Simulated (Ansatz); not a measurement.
**BNH₃ (doublet): one geometry, many settings at distance B1–N2 = 3.709 Å**

What do other methods and options give for BNH₃ (doublet) at this geometry, and how long do they take?

Program: Ansatz 0.2.0, Gaussian basis. Level of theory: the settings change from run to run. These are calculated values, not measurements.

23 further runs of the same task are left out: 2 for a mislabelled method, 11 that didn't finish, 10 set aside as unsound or not needed.

### 1 The geometry

The geometry derives from a PBE0/def2-TZVP stationary point (not a proven minimum). One bond is set to the value named and the two fragments are kept rigid.

5 atoms, charge 0, spin multiplicity 2.

Atoms are counted from 1 here; the program's logs count them from 0.

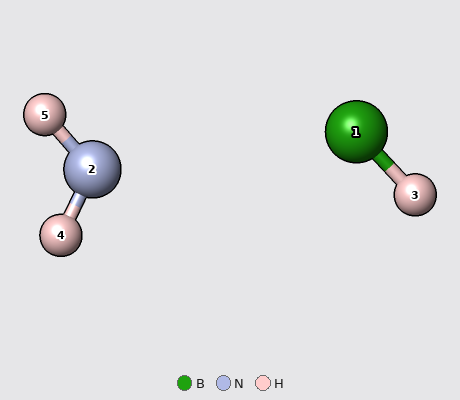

The geometry (boron green, nitrogen light blue, hydrogen pink); atoms are numbered from 1 in the order of the file.

### 2 CCSD on ROHF/cc-pVDZ

Contents of in.yaml:

```yaml
crystal:
  periodic: [false, false, false]
  atoms:
    - {symbol: B, position_ang: [0.000000, -0.421535, 2.108415]}
    - {symbol: N, position_ang: [0.000000, 0.245735, -1.540068]}
    - {symbol: H, position_ang: [0.000000, 0.416087, 2.961134]}
    - {symbol: H, position_ang: [0.000000, 1.174054, -1.940280]}
    - {symbol: H, position_ang: [0.000000, -0.483655, -2.234026]}
basis:
  gaussian: {orbitals: cc-pVDZ}
magnetization: {spin_polarized: false, initial_magnetization: 1}
correlation: {method: ccsd, electrons: valence}
accuracy: high
scf: {lower_state_search: full}
output: {forces: true}
```

Launch:

```bash
> ansatz run in.yaml --threads 1 --pin off --events-out ev --progress --plain --max-ram 2393MiB
```

What it wrote, cut to the lines that bear on the results:

```text
Functional definition: HF
  name "HF"
  cite "Fock, Z. Phys. 61, 126 (1930) doi:10.1007/BF01340294"
  parent pbe
[...]
857 factors; integrals over basis functions are off by at most 3.5e-9 eV
[...]
mean field -2195.51110160 eV, -80.6835448127 hartree, gradient 1.5e-8 eV, S^2 0.750000; 9 other end points of the search recorded, 0 dependent functions left out
[...]
determinant -2195.51110160 eV, -80.6835448127 hartree, with singles and doubles -2202.42784964 eV, -80.9377306149 hartree
determinant -2193.74617145 eV, -80.6186848262 hartree, with singles and doubles -2200.62598040 eV, -80.8715131420 hartree
unrestricted determinant -2195.83934471 eV, -80.6956075248 hartree, S^2 1.2695
2 core orbitals not correlated: weight in the atoms' cores, before any rotation towards them, 1.000 or more for the frozen orbitals, at most 0.000 for the correlated occupied ones
reference -2195.51110160 eV, -80.6835448127 hartree; 6, 5 occupied and 35, 36 virtual orbitals, 857 factors
second order -5.57930412 eV of doubles, -0.07470758 eV of singles
cycle   1  -6.91662668 eV  change    1.2e-4 eV  update   9.1e-4
[...]
cycle  33  -6.91671381 eV  change  -2.6e-10 eV  update   1.0e-9
[...]
Total energy: -2202.42781540 eV, -80.9377293568 hartree
Atom 0 at     0.000000    -0.421535     2.108415 Å, force    -0.000000    -1.144057    -0.889630 eV/Å
Atom 1 at     0.000000     0.245735    -1.540068 Å, force     0.000000    -0.179631     2.414430 eV/Å
Atom 2 at     0.000000     0.416087     2.961134 Å, force     0.000000     1.075908     0.895823 eV/Å
Atom 3 at     0.000000     1.174054    -1.940280 Å, force    -0.000000     0.522375    -1.122937 eV/Å
Atom 4 at     0.000000    -0.483655    -2.234026 Å, force    -0.000000    -0.274595    -1.297686 eV/Å
Dipole moment:    -0.000000     0.275284    -0.230818 e Å
```

Wall time 14 s (1 thread of Intel Xeon Platinum 8259CL at 2.50GHz, shared host).

From the report: correlation -6.9167 eV; T1 0.013; largest double amplitude 0.13.

### 3 CCSDT(Q) on ROHF/STO-3G

Edit in.yaml of step 2 so:

```diff
@@ -9,6 +9,5 @@
 basis:
-  gaussian: {orbitals: cc-pVDZ}
+  gaussian: {orbitals: STO-3G}
 magnetization: {spin_polarized: false, initial_magnetization: 1}
-correlation: {method: ccsd, electrons: valence}
-accuracy: high
+correlation: {method: ccsdt_q, electrons: outside_noble_gas}
 scf: {lower_state_search: full}
```

The command is unchanged.

What it wrote, cut to the lines that bear on the results:

```text
Functional definition: HF
  name "HF"
  cite "Fock, Z. Phys. 61, 126 (1930) doi:10.1007/BF01340294"
  parent pbe
[...]
186 factors; integrals over basis functions are off by at most 3.9e-8 eV
[...]
mean field -2165.45434563 eV, -79.5789794041 hartree, gradient 1.8e-6 eV, S^2 0.750000; 9 other end points of the search recorded, 0 dependent functions left out
[...]
determinant -2165.45434563 eV, -79.5789794041 hartree, with singles and doubles -2168.21659613 eV, -79.6804902378 hartree
determinant -2163.43359515 eV, -79.5047181937 hartree, with singles and doubles -2165.98625498 eV, -79.5985267125 hartree
determinant -2165.45335065 eV, -79.5789428394 hartree, with singles and doubles -2168.21629648 eV, -79.6804792259 hartree
determinant -2165.45335065 eV, -79.5789428394 hartree, with singles and doubles -2168.21678419 eV, -79.6804971488 hartree
[...]
reference -2165.45434563 eV, -79.5789794041 hartree; 6, 5 occupied and 5, 6 virtual orbitals, 186 factors
second order -1.56930053 eV of doubles, -0.03471265 eV of singles
cycle   1  -2.21779921 eV  change   -6.1e-1 eV  update   8.2e-2
[...]
cycle  28  -2.76663877 eV  change    6.5e-8 eV  update   8.6e-7
perturbative correction -0.00166492 eV, -0.0000611847 hartree
[...]
Total energy: -2168.22264932 eV, -79.6807126884 hartree
Atom 0 at     0.000000    -0.421535     2.108415 Å, force    -0.000000    -1.076067    -0.931177 eV/Å
Atom 1 at     0.000000     0.245735    -1.540068 Å, force     0.000000    -0.856640     6.231114 eV/Å
Atom 2 at     0.000000     0.416087     2.961134 Å, force     0.000000     1.036234     0.936142 eV/Å
Atom 3 at     0.000000     1.174054    -1.940280 Å, force    -0.000000     2.642201    -2.676613 eV/Å
Atom 4 at     0.000000    -0.483655    -2.234026 Å, force    -0.000000    -1.745728    -3.559466 eV/Å
Dipole moment:     0.000000     0.163043    -0.267716 e Å
```

It took 9.5 s on 1 thread of Intel Xeon Platinum 8259CL at 2.50GHz, shared host.

From the report: correlation -2.7683 eV; T1 0.012; largest double amplitude 0.17.

### 4 HF/cc-pVDZ

Edit in.yaml of step 3 so:

```diff
@@ -9,6 +9,5 @@
 basis:
-  gaussian: {orbitals: STO-3G}
-magnetization: {spin_polarized: false, initial_magnetization: 1}
-correlation: {method: ccsdt_q, electrons: outside_noble_gas}
-scf: {lower_state_search: full}
-output: {forces: true}
+  gaussian: {orbitals: cc-pVDZ}
+magnetization: {spin_polarized: true, initial_magnetization: 1}
+hamiltonian: {xc: hf}
+output: {forces: true, orbitals: {seedname: orbitals}}
```

Launched as before.

What it wrote, cut to the lines that bear on the results:

```text
Functional definition: HF
  name "HF"
  cite "Fock, Z. Phys. 61, 126 (1930) doi:10.1007/BF01340294"
  parent pbe
[...]
401 factors; integrals over basis functions are off by at most 1.4e-3 eV
[...]
mean field -2195.83929515 eV, -80.6956057036 hartree, gradient 2.5e-6 eV, S^2 1.269507; 8 other end points of the search recorded, 0 dependent functions left out
[...]
reference -2195.83929515 eV, -80.6956057036 hartree; 8, 7 occupied and 35, 36 virtual orbitals, 401 factors
WARN: the results are in doubt because the forces break the atoms' symmetry
Total energy: -2195.83929515 eV, -80.6956057036 hartree
Atom 0 at     0.000000    -0.421535     2.108415 Å, force    -0.001023    -0.703687    -0.451815 eV/Å
Atom 1 at     0.000000     0.245735    -1.540068 Å, force     0.005095    -0.008242     1.478889 eV/Å
Atom 2 at     0.000000     0.416087     2.961134 Å, force     0.000309     0.637903     0.450696 eV/Å
Atom 3 at     0.000000     1.174054    -1.940280 Å, force    -0.002371    -0.184720    -0.758771 eV/Å
Atom 4 at     0.000000    -0.483655    -2.234026 Å, force    -0.002010     0.258747    -0.718999 eV/Å
Dipole moment:    -0.000105     0.255966    -0.272029 e Å
In doubt: the forces break the atoms' symmetry
```

Wall time 1.4 s (1 thread of Intel Xeon Platinum 8259CL at 2.50GHz, shared host).

From the report: ⟨S²⟩ of the determinant 1.270 (pure doublet: 0.75). The determinant is far from a pure spin state, so its energy mixes those of several spin states (harmless only where they are near-degenerate, as at dissociation). The program marks this result as in doubt; its last lines say why.

### 5 CISD/cc-pVDZ

Edit in.yaml of step 4 so:

```diff
@@ -10,4 +10,4 @@
   gaussian: {orbitals: cc-pVDZ}
-magnetization: {spin_polarized: true, initial_magnetization: 1}
-hamiltonian: {xc: hf}
-output: {forces: true, orbitals: {seedname: orbitals}}
+magnetization: {spin_polarized: false, initial_magnetization: 1}
+correlation: {active_space: {ras: {orbitals: [5, 1, 35], electrons: 11, max_holes: 2, max_particles: 2}, fixed_orbitals: true}}
+accuracy: high
```

The command is unchanged.

What it wrote:

```text
Functional definition: HF
  name "HF"
  cite "Fock, Z. Phys. 61, 126 (1930) doi:10.1007/BF01340294"
  parent pbe
  exchange = exact_x
  correlation = 0
857 factors; integrals over basis functions are off by at most 3.5e-9 eV
mean field evaluation 1: about -2183.6352 eV, gradient 4.4e1 eV
mean field evaluation 2: about -2183.6351 eV, gradient 4.4e1 eV
mean field evaluation 4: about -2186.9568 eV, gradient 2.6e1 eV
mean field evaluation 8: about -2195.3374 eV, gradient 6.9e0 eV
mean field evaluation 16: about -2195.5111 eV, gradient 1.4e-7 eV
mean field evaluation 32: about -2193.9027 eV, gradient 1.4e0 eV
mean field evaluation 64: about -2195.5115 eV, gradient 1.4e-1 eV
mean field -2195.51110160 eV, -80.6835448127 hartree, gradient 1.5e-8 eV, S^2 0.750000; 3 other end points of the search recorded, 0 dependent functions left out
reference -2195.51110160 eV, -80.6835448127 hartree; 8, 7 occupied and 35, 36 virtual orbitals, 857 factors
state -2201.83448822 eV, -80.9159249851 hartree
Total energy: -2201.83448822 eV, -80.9159249851 hartree
```

Run time: 4.3 s. Hardware: 1 thread of Intel Xeon Platinum 8259CL at 2.50GHz, shared host.

From the report: 45,386 determinants.

### 6 CCSDT/6-31G*

Edit in.yaml of step 5 so:

```diff
@@ -9,5 +9,5 @@
 basis:
-  gaussian: {orbitals: cc-pVDZ}
+  gaussian: {orbitals: "6-31G*"}
 magnetization: {spin_polarized: false, initial_magnetization: 1}
-correlation: {active_space: {ras: {orbitals: [5, 1, 35], electrons: 11, max_holes: 2, max_particles: 2}, fixed_orbitals: true}}
-accuracy: high
+hamiltonian: {xc: {name: PBE0}}
+correlation: {method: ccsdt, electrons: valence}
```

The command is unchanged.

What it wrote, cut to the lines that bear on the results:

```text
Functional definition: PBE0
  name "PBE0"
  cite "Adamo & Barone, J. Chem. Phys. 110, 6158 (1999) doi:10.1063/1.478522"
  cite "Perdew, Burke & Ernzerhof, Phys. Rev. Lett. 77, 3865 (1996) doi:10.1103/PhysRevLett.77.3865"
  parent pbe
[...]
621 factors; integrals over basis functions are off by at most 1.1e-7 eV
[...]
mean field -2205.06890803 eV, -81.0347877207 hartree, gradient 1.5e-6 eV, S^2 0.750000; 2 other end points of the search recorded, 0 dependent functions left out
unrestricted determinant -2194.99098820 eV, -80.6644309981 hartree, S^2 1.7590
2 core orbitals not correlated: weight in the atoms' cores, before any rotation towards them, 1.000 or more for the frozen orbitals, at most 0.000 for the correlated occupied ones
reference -2194.94197536 eV, -80.6626298094 hartree; 6, 5 occupied and 28, 29 virtual orbitals, 621 factors
second order -5.21117015 eV of doubles, -0.15232037 eV of singles
cycle   1  -6.06824591 eV  change   -7.1e-1 eV  update   7.4e-2
[...]
cycle  27  -6.57705742 eV  change    3.6e-7 eV  update   1.1e-6
Total energy: -2201.51903278 eV, -80.9043322113 hartree
```

It took 13 s on 1 thread of Intel Xeon Platinum 8259CL at 2.50GHz, shared host.

From the report: correlation -6.5771 eV; T1 0.012; largest double amplitude 0.14. The orbitals are Kohn-Sham ones, so correlation energy and T1 don't compare with those on Hartree-Fock orbitals.

### 7 All runs side by side

Where basis and cores are those of an earlier UCCSDT(Q)/cc-pVDZ run (-2202.5645 eV), and the state is the same kind, the miss against it is given. † marks a result that the program doubts.

```
                          level         correlated  functions  energy (eV)  from UCCSDT(Q) (meV)   time
           CCSD on ROHF/cc-pVDZ            valence         43   -2202.4278                 136.7   14 s
        CCSDT(Q) on ROHF/STO-3G  outside noble gas         13   -2168.2226                        9.5 s
                   HF/cc-pVDZ †                            43   -2195.8393                6725.2  1.4 s
                   CISD/cc-pVDZ  outside noble gas         43   -2201.8345                 730.0  4.3 s
CCSDT/6-31G* (on PBE0 orbitals)            valence         36   -2201.5190                         13 s
```

### 8 Outcome

```
quantity                       value
    runs                           5
quickest         HF/cc-pVDZ †, 1.4 s
 slowest  CCSD on ROHF/cc-pVDZ, 14 s
```

What this shows: Total energies in different bases, with other cores or another treatment of relativity can't be set against each other. CCSD on ROHF/cc-pVDZ took 10 times as long as HF/cc-pVDZ †; the jobs differ in more than the method. Among the correlated runs with a miss given, it spans +137 to +730 meV. Hartree-Fock, CASSCF and CASCI lack dynamic correlation by design.
